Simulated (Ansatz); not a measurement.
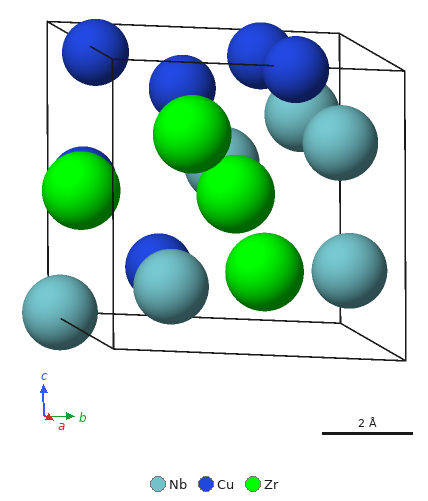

Starting frame of a dynamics run of an amorphous cell of composition Zr2Nb3Cu3 (16 atoms in the cell). It starts from the last geometry of an earlier run, with fresh velocities. Style: spheres-only. Shown: the simulation cell, slightly off an axis.

The calculation used Ansatz 0.2.0, DFT PBE, scalar-relativistic, plane waves, PAW.

The input:
```yaml
crystal:
  lattice:
    - [6.818584, 0.052106, -0.054308]
    - [0.052106, 6.647963, -0.214905]
    - [-0.054308, -0.214905, 6.486144]
  atoms:
    - { symbol: Nb, position: [0.8136485702, 0.8499491922, 0.2804447563] }
    - { symbol: Nb, position: [0.0410568373, 0.5870904364, 0.537710882] }
    - { symbol: Nb, position: [0.8047412397, 0.8222888404, 0.719265373] }
    - { symbol: Nb, position: [0.0807223079, 0.0224955086, 0.0074778563] }
    - { symbol: Nb, position: [0.3124340705, 0.8021011686, 0.7530504238] }
    - { symbol: Nb, position: [0.7972192157, 0.2429449389, 0.1986874451] }
    - { symbol: Cu, position: [0.3031040172, 0.3940155339, 0.8250675358] }
    - { symbol: Cu, position: [0.0415768199, 0.1116942058, 0.4634890347] }
    - { symbol: Cu, position: [0.6110768126, 0.5938479049, 0.9854545922] }
    - { symbol: Cu, position: [0.3383614669, 0.3032913416, 0.2096674168] }
    - { symbol: Cu, position: [0.9370347764, 0.6408787076, 0.9822580666] }
    - { symbol: Cu, position: [0.5678197709, 0.0384422407, 0.9689347204] }
    - { symbol: Zr, position: [0.4243144622, 0.0196385323, 0.4725672718] }
    - { symbol: Zr, position: [0.8429316881, 0.3069806091, 0.7329667961] }
    - { symbol: Zr, position: [0.2906069344, 0.6760222355, 0.201183132] }
    - { symbol: Zr, position: [0.5564686818, 0.518879212, 0.4978012522] }
  symmetry: { detect: false }
basis:
  ecutwfc: 420
  xc_grid: 1
kpoints:
  mp_grid: { grid: [1, 1, 1], shift: [0.25, 0.25, 0.25] }
hamiltonian:
  xc: pbe
scf:
  occupations: { method: fermi_dirac, width: 0.1034 }
  lower_state_search: "off"
  convergence: { dr2_threshold: 1.0e-05 }
output:
  forces: true
  stress: true
md:
  timestep: 3.0
  n_steps: 105
  ensemble: nvt_langevin
  friction: 0.03
  temperature: 1200.0
  initial_velocities: maxwell_boltzmann
  seed: 29180
```

Launched with:
```bash
ansatz run input.yaml --threads 2 --pin off --max-ram 5120MiB --backend cpu --events-out ev --progress --plain --runs-dir out
```

Predict how the run goes.

Over the second half the temperature averages 1369 K (spread ±291 K). The potential energy in the second half lies on average 154 meV per atom below the first frame. The first frame is far from relaxed (forces up to 3.7 eV/Å), so much of the motion is the structure settling. The mean pressure there is −1.9 GPa. Root-mean-square distances from the starting positions over the second half, with the common drift of all atoms taken out: Cu 0.45 Å, Zr 0.45 Å, Nb 0.40 Å. Against the typical shortest distance between atoms in the first frame, about 2.5 Å these are large excursions, but over 315 fs one can't yet tell strong vibration from the start of diffusion.

Along the run (each row but the first and the last is the mean over the interval that it begins):

| time (fs) | potential energy (meV/atom) | T (K) | p (GPa) |
| --- | --- | --- | --- |
| 0.0 | 0.0 | 1125 | 2.0 |
| 51.0 | -95.9 | 1218 | -0.5 |
| 102.0 | -111.0 | 1074 | -0.3 |
| 153.0 | -141.0 | 1093 | -0.7 |
| 204.0 | -154.6 | 1301 | -1.8 |
| 255.0 | -163.5 | 1644 | -2.8 |
| 306.0 | -155.6 | 1438 | -3.1 |

The paths of the atoms:

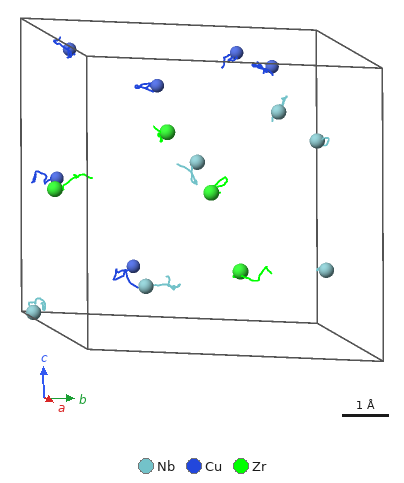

Limits of the set-up: the k-point mesh is coarse for a cell with partly filled bands; the periodic images lie only 6.5 Å apart, so the values are limited by the cell's size.
